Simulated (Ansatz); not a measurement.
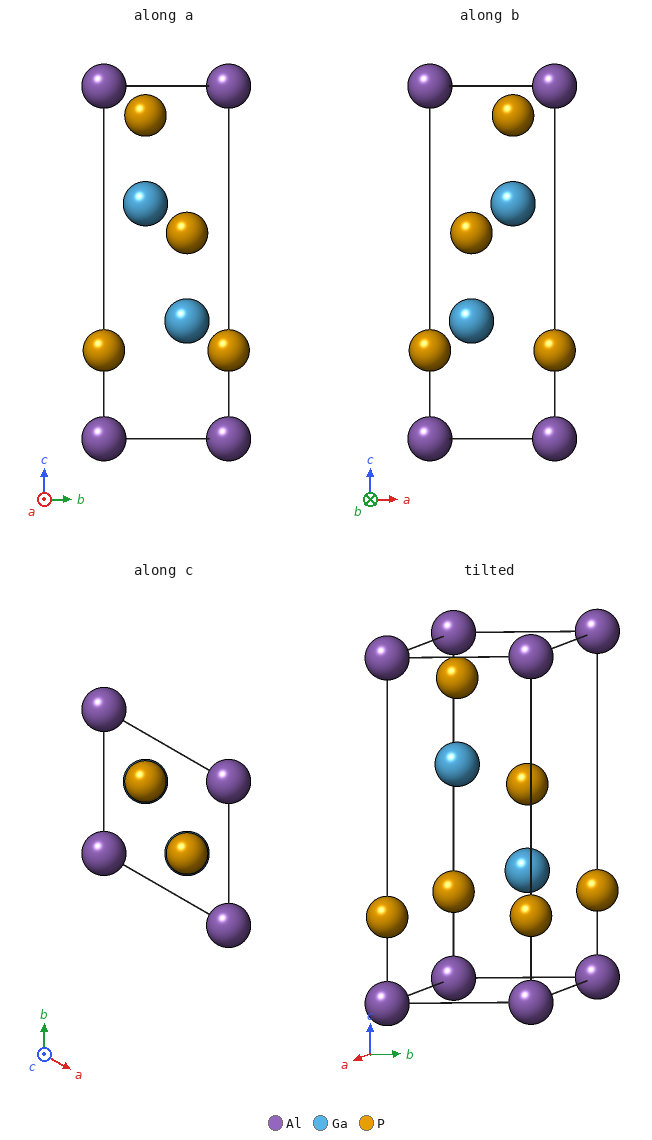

Shown here is a spheres-only view of the crystal, taken along the a axis, along the b axis, along the c axis and slightly off an axis. Lines trace the edges of the conventional unit cell.

Lattice parameters: a = 3.861 Å, b = 3.861 Å, c = 9.459 Å, α = 90.00°, β = 90.00°, γ = 120.00°. Put a along x and b in the xy plane.

Reconstruct the structure as a POSCAR file.

Answer.
```
Al Ga P
1.0
     3.861    0.000    0.000
    -1.931    3.344    0.000
     0.000    0.000    9.459
Al Ga P
1 2 3
Direct
  0.0000 0.0000 0.9997
  0.6667 0.3333 0.6663
  0.3333 0.6667 0.3339
  0.6667 0.3333 0.9166
  0.3333 0.6667 0.5833
  0.0000 0.0000 0.2502
```

The structure was taken from a structure type filled with these elements by a generator (whether the compound takes this form wasn't checked). Earlier steps of the study, as a rule a relaxation of our own, may have changed the cell and positions, so they can lie some per cent off the listed ones. Ansatz was used for an electronic-structure calculation on it.
